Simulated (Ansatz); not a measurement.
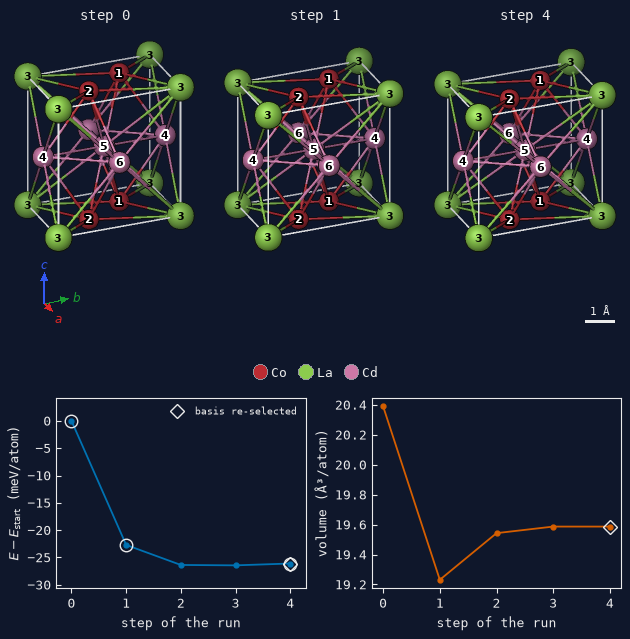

Frames of a relaxation of solid LaCd3Co2 (a generated structure, set up in P6/mmm), marked on the history of the run. A ball-and-stick model of the cell of the calculation, reduced to other axes, seen slightly off an axis. Lengths and directions refer to the drawn axes.

Computed with Ansatz 0.2.0, DFT, PAW plane waves, r2SCAN.

The input:
```yaml
crystal:
  lattice:
    - [2.79076, 4.833737, 0.0]
    - [-2.79076, 4.833737, 0.0]
    - [0.0, 0.0, 4.534421]
  atoms:
    - { symbol: Co, position: [0.3333, 0.3334, 0.0] }
    - { symbol: Co, position: [0.6666, 0.6667, 0.0] }
    - { symbol: La, position: [0.0, 0.0, 0.0] }
    - { symbol: Cd, position: [0.5, 0.5, 0.5] }
    - { symbol: Cd, position: [0.5, 0.0, 0.5] }
    - { symbol: Cd, position: [0.0, 0.5, 0.5] }
  symmetry: { tolerance: 0.0003 }
kpoints:
  mp_grid: { grid: [4, 4, 4], shift: [0, 0, 0] }
magnetization:
  spin_polarized: false
scf:
  occupations: { method: fermi_dirac }
hamiltonian:
  pseudopotentials: { kind: paw }
  xc: r2scan
basis:
  ecutwfc: 500
output:
  forces: true
  stress: true
  eigenvalues: true
relax:
  max_steps: 40
  cell: {}
```

Launched with:
```bash
ansatz run input.yaml --threads 1 --pin off --max-ram 2560MiB --backend cpu --events-out ev --progress --plain --runs-dir out
```

Q: Describe the path.

A: Over 3 accepted moves (4 points after the start) the energy falls by 26.1 meV per atom. All forces vanish by symmetry, so only the cell relaxes. The pressure goes from −3.52 to 0.01 GPa. The SCF was repeated once at an unchanged geometry on a basis and grid sized afresh for the cell, which shifted the energy by 0.3 meV per atom at most. The atoms keep their places relative to the cell (all moves are under 0.005 Å). Cell: a = b 5.582 → 5.644 Å (+1.1 %), c 4.534 → 4.261 Å (−6.0 %). Volume −3.9 %. Some distances before and after: Co1–Cd4 2.781 → 2.682 Å, La3–Cd4 3.596 → 3.536 Å, Co1–La3 3.222 → 3.258 Å, Cd4–Cd5 2.791 → 2.822 Å. The space group stays P6/mmm (No. 191). From step 0 to 1: volume −5.7 %, energy −22.7 meV per atom. From step 1 to 4: volume +1.8 %, energy −3.4 meV per atom.

```tsv
step	E − E(0), meV/atom	pressure, GPa	volume, Å³/atom	note
0	0.00	-3.52	20.389	
1	-22.71	1.66	19.231	
2	-26.37	0.21	19.543	
3	-26.44	0.03	19.587	
4	-26.10	0.01	19.587	same geometry, new basis
```
